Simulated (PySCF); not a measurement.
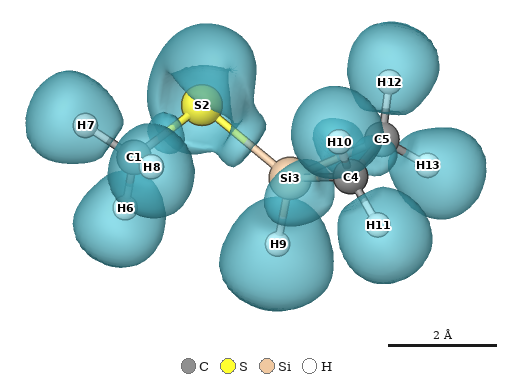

Figure 1: C₃H₈SSi. Isosurface of the electron localisation function at 0.8 (cyan), seen from one side. Only the valence region is drawn (cores and ρ < 0.01 e/Å³ removed).

Geometry: GFN2-xTB.

The calculation used PBE0/pcSseg-1, SCF density, gas phase, non-relativistic in PySCF 2.14.0.

```json
{"atom": "C", "x (Å)": "2.5344", "y (Å)": "0.2186", "z (Å)": "0.1294"}
{"atom": "S", "x (Å)": "1.4974", "y (Å)": "-0.4864", "z (Å)": "-1.1950"}
{"atom": "Si", "x (Å)": "-0.3564", "y (Å)": "0.4890", "z (Å)": "-0.7667"}
{"atom": "C", "x (Å)": "-1.5295", "y (Å)": "-0.2919", "z (Å)": "0.4809"}
{"atom": "C", "x (Å)": "-1.9273", "y (Å)": "-0.5084", "z (Å)": "-0.9909"}
{"atom": "H", "x (Å)": "2.5637", "y (Å)": "1.2998", "z (Å)": "0.0370"}
{"atom": "H", "x (Å)": "3.5295", "y (Å)": "-0.1924", "z (Å)": "-0.0041"}
{"atom": "H", "x (Å)": "2.1389", "y (Å)": "-0.0710", "z (Å)": "1.0974"}
{"atom": "H", "x (Å)": "-0.2966", "y (Å)": "1.9263", "z (Å)": "-0.9457"}
{"atom": "H", "x (Å)": "-1.2488", "y (Å)": "-1.1842", "z (Å)": "1.0239"}
{"atom": "H", "x (Å)": "-2.1970", "y (Å)": "0.3313", "z (Å)": "1.0582"}
{"atom": "H", "x (Å)": "-1.8863", "y (Å)": "-1.5252", "z (Å)": "-1.3527"}
{"atom": "H", "x (Å)": "-2.8263", "y (Å)": "-0.0049", "z (Å)": "-1.3119"}
```

> What do the ELF domains correspond to?

The ELF exceeds this value in one region between bonded C–C atoms (shared pairs), one region between bonded C–S atoms (shared pairs), eight regions around hydrogen nuclei, one region on S in which the atom's valence shell and bonds are merged and two regions on Si in which the atom's valence shell and bonds are merged.

Values along the shortest contacts:
C–C (1.54 Å): the ELF peaks at about 0.90 between the atoms (localised, covalent bonding). C–S (1.82 Å): the ELF peaks at about 0.90 between the atoms; localised, covalent bonding.
